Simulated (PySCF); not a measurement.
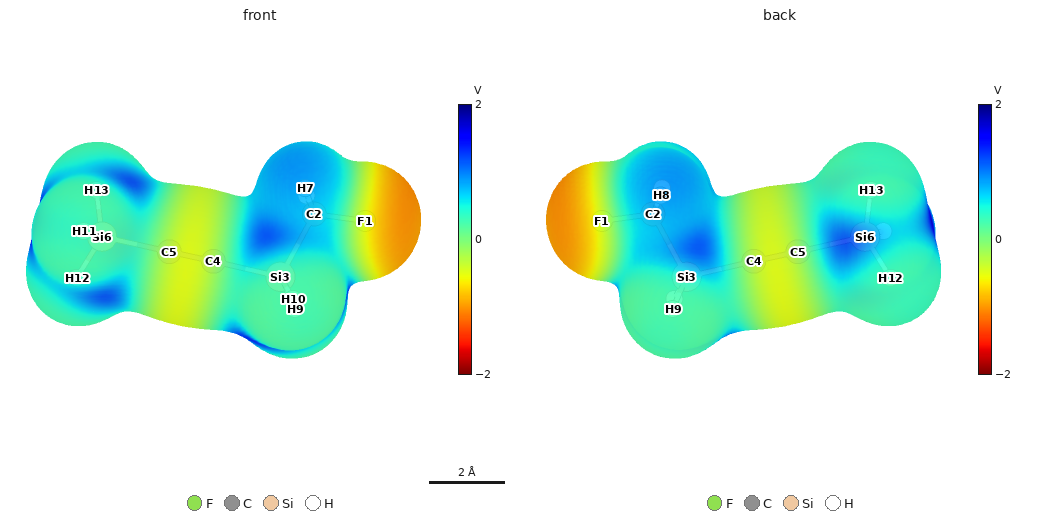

*C3H7FSi2. The electrostatic potential painted on the density surface at 0.002 e/bohr³, seen from the front and from behind; the colour scale runs from red (negative) to blue (positive).*

Geometry: GFN2-xTB.

The calculation used B3LYP/def2-SVPD, SCF density, gas phase in PySCF.

Input file:

```
{"job": {"kind": "uv", "xc": "B3LYP", "basis": "def2-SVPD", "nstates": 8, "ntriplets": 3}, "charge": 0, "multiplicity": 1}
F     -3.806036    -0.342699     0.787299
C     -2.467772    -0.613861     0.570451
Si    -1.454086     1.018278     0.547704
C      0.293462     0.491238     0.252379
C      1.442706     0.160676     0.057832
Si     3.196316    -0.355915    -0.237472
H     -2.158866    -1.290261     1.371805
H     -2.413155    -1.157980    -0.376405
H     -1.930962     1.861167    -0.551768
H     -1.579116     1.676869     1.850556
H      3.854121    -0.483683     1.064892
H      3.839418     0.678254    -1.051132
H      3.179580    -1.641596    -0.939645
```

Command:

```sh
OMP_NUM_THREADS=1 python probes_run.py task.json out
```

Question: Where is the surface potential most negative and most positive?

Answer: The most negative region (about −1.0 V) lies over F1, the most positive (about +1.5 V) over Si6.
